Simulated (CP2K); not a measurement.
# C2H8AlFSi (SMILES C[SiH]([AlH2])CF): GFN1-xTB

Aim: the vertical singlet–triplet gap of C2H8AlFSi at GFN1-xTB, from 2 runs. 

Program for the calculation: CP2K 2026.2.

1 further run of the same task is left out (set aside as unsound or not needed).

### Step 1. The structure to begin with

C2H8AlFSi has 13 atoms, charge 0, and is taken as a singlet. As SMILES, `C[SiH]([AlH2])CF`. The shape comes from a force field and isn't a relaxed structure. This is one conformer, not always the lowest.

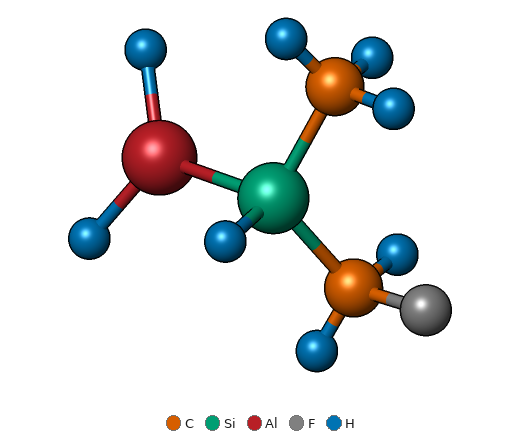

Viewed from a chosen angle; carbon orange, silicon teal, aluminium red, fluorine grey, hydrogen blue.

### Step 2. A single-point energy at GFN1-xTB

Input file run.inp:

```
&global
  project run
  run_type ENERGY
  print_level MEDIUM
&end global

&force_eval
  method QS
  &dft
    charge 0
    multiplicity 1
    &qs
      method XTB
      eps_default 1.0E-10
      &xtb
        gfn_type 1
        check_atomic_charges F
      &end xtb
    &end qs
    &poisson
      periodic NONE
      poisson_solver ANALYTIC
    &end poisson
    &scf
      scf_guess ATOMIC
      eps_scf 1.0E-07
      max_scf 40
      &ot ON
        minimizer CG
        preconditioner FULL_ALL
      &end ot
      &outer_scf
        eps_scf 1.0E-07
        max_scf 5
      &end outer_scf
    &end scf
    &print
      &moments
        periodic F
        reference COM
        max_moment 1
      &end moments
      &mo_cubes
        nlumo 3
        nhomo -1
        write_cube F
      &end mo_cubes
      &hirshfeld OFF
      &end hirshfeld
    &end print
  &end dft
  &subsys
    &cell
      abc [angstrom] 13.7 12.7 11.6
      periodic NONE
    &end cell
    &coord
      C     -1.274600    -0.979000     0.710100
      Si     0.080300     0.265800     0.456100
      Al     2.009400    -0.922000    -0.114000
      C     -0.259400     1.463500    -0.928200
      F     -1.469000     2.156800    -0.612500
      H     -2.244800    -0.360600     0.961800
      H     -1.463500    -1.498400    -0.236900
      H     -1.031100    -1.622500     1.509300
      H      0.308400     1.039500     1.742000
      H      3.407600    -0.135300    -0.345200
      H      1.987600    -2.515300    -0.193700
      H      0.530300     2.163900    -1.058900
      H     -0.560700     0.908900    -1.875000
    &end coord
    &topology
      &center_coordinates
      &end center_coordinates
    &end topology
  &end subsys
&end force_eval
```

Run with:

```bash
OMP_NUM_THREADS=1 cp2k.psmp -i run.inp > run.out 2>&1
```

The log of the run, cut to the lines that bear on the results:

```text
CP2K| version string:                                       CP2K version 2026.2
[...]
 GLOBAL| Method name                                                        CP2K
[...]
 GLOBAL| Run type                                                         ENERGY
[...]
                             - Atoms:                                         13
[...]
                             - Spherical basis functions:                     46
[...]
 Number of electrons:                                                         30
[...]
     1 OT CG       0.15E+00    0.0     0.04071530       -16.7043600166 -1.67E+01
[...]
    12 OT CG       0.13E+00    0.0     0.00000005       -16.7614136294 -1.15E-12
  *** SCF run converged in    12 steps ***
[...]
 TB_DIPOLE| Moment [Debye]         -0.01961473      -1.03683681      -0.05538479
 TB_DIPOLE| Derivative [a.u.]       0.00000000       0.00000000       0.00000000
[...]
 ENERGY| Total FORCE_EVAL ( QS ) energy [hartree]            -16.761413629422510
[...]
```

It took 1.2 s on 1 thread of Intel Xeon Platinum 8488C (Sapphire Rapids), shared host; peak memory 0.2 GiB.

### Step 3. The triplet

Input file mol.inp:

```
&GLOBAL
   PROJECT mol
   RUN_TYPE ENERGY
   PRINT_LEVEL MEDIUM
&END GLOBAL

&FORCE_EVAL
   METHOD QUICKSTEP
   &DFT
      MULTIPLICITY 3
      UNRESTRICTED_KOHN_SHAM T
      &QS
         METHOD XTB
         EPS_DEFAULT 1.0E-10
         &XTB
            GFN_TYPE 1
            CHECK_ATOMIC_CHARGES F
         &END XTB
      &END QS
      &POISSON
         PERIODIC NONE
         POISSON_SOLVER ANALYTIC
      &END POISSON
      &SCF
         SCF_GUESS ATOMIC
         EPS_SCF 1.0E-07
         MAX_SCF 100
         &DIAGONALIZATION
            ALGORITHM STANDARD
         &END DIAGONALIZATION
         &MIXING
            METHOD BROYDEN_MIXING
            ALPHA 0.2
            NBUFFER 8
         &END MIXING
      &END SCF
      &PRINT
         &MOMENTS
            PERIODIC F
            REFERENCE COM
            MAX_MOMENT 1
         &END MOMENTS
         &MO ON
            ENERGIES T
            OCCUPATION_NUMBERS T
            NDIGITS 6
            &EACH
               QS_SCF 0
            &END EACH
            ADD_LAST NUMERIC
         &END MO
         &HIRSHFELD OFF
         &END HIRSHFELD
      &END PRINT
   &END DFT
   &SUBSYS
      &CELL
         ABC 13.7 12.7 11.6
         PERIODIC NONE
      &END CELL
      &COORD
         C     -1.274600    -0.979000     0.710100
         Si     0.080300     0.265800     0.456100
         Al     2.009400    -0.922000    -0.114000
         C     -0.259400     1.463500    -0.928200
         F     -1.469000     2.156800    -0.612500
         H     -2.244800    -0.360600     0.961800
         H     -1.463500    -1.498400    -0.236900
         H     -1.031100    -1.622500     1.509300
         H      0.308400     1.039500     1.742000
         H      3.407600    -0.135300    -0.345200
         H      1.987600    -2.515300    -0.193700
         H      0.530300     2.163900    -1.058900
         H     -0.560700     0.908900    -1.875000
      &END COORD
      &TOPOLOGY
         &CENTER_COORDINATES
         &END CENTER_COORDINATES
      &END TOPOLOGY
   &END SUBSYS
&END FORCE_EVAL
```

Run with:

```bash
OMP_NUM_THREADS=1 cp2k.psmp -i mol.inp > mol.out 2>&1
```

The log of the run, cut to the lines that bear on the results:

```text
CP2K| version string:                                       CP2K version 2026.2
[...]
 GLOBAL| Method name                                                        CP2K
[...]
 GLOBAL| Run type                                                         ENERGY
[...]
                             - Atoms:                                         13
[...]
                             - Spherical basis functions:                     46
[...]
 Number of electrons:                                                         16
[...]
     1 NoMix/Diag. 0.20E+00    0.0     0.20502780       -16.5588594324 -1.66E+01
[...]
    68 Broy./Diag. 0.20E+00    0.0     0.00000007       -16.6005749816 -2.72E-07
  *** SCF run converged in    68 steps ***
[...]
 TB_DIPOLE| Moment [Debye]          0.74215762      -1.46915417       0.22343293
 TB_DIPOLE| Derivative [a.u.]       0.00000000       0.00000000       0.00000000
[...]
 ENERGY| Total FORCE_EVAL ( QS ) energy [hartree]            -16.600574981642950
[...]
```

Wall time 1.3 s (1 thread of Intel Xeon Platinum 8488C (Sapphire Rapids), shared host); peak memory 0.2 GiB.

### Step 4. What came out

Level: GFN1-xTB.

| quantity | value |
| --- | --- |
| singlet: total energy | -16.76141 Eh |
| singlet: dipole moment (from atomic charges alone) | 1.04 D |
| singlet: HOMO energy | -10.66 eV |
| singlet: dispersion energy | -11.71 kJ/mol |
| triplet: total energy | -16.60057 Eh |
| triplet: dipole moment (from atomic charges alone) | 1.66 D |
| triplet: HOMO energy (highest over α and β) | -5.98 eV |
| triplet: dispersion energy | -11.71 kJ/mol |
| vertical energy of the triplet above the singlet | 4.377 eV |

The method runs without spin polarisation, so open shells lack the exchange term that lowers high spin: such gaps come out too high and can have the wrong sign. At this shape the triplet lies 4.38 eV (101 kcal/mol) above the singlet. The dipole (singlet) comes from point charges on the atoms alone, without atomic dipoles, so it is partial. The dipole (triplet) comes from point charges on the atoms alone, without atomic dipoles, so it is partial.
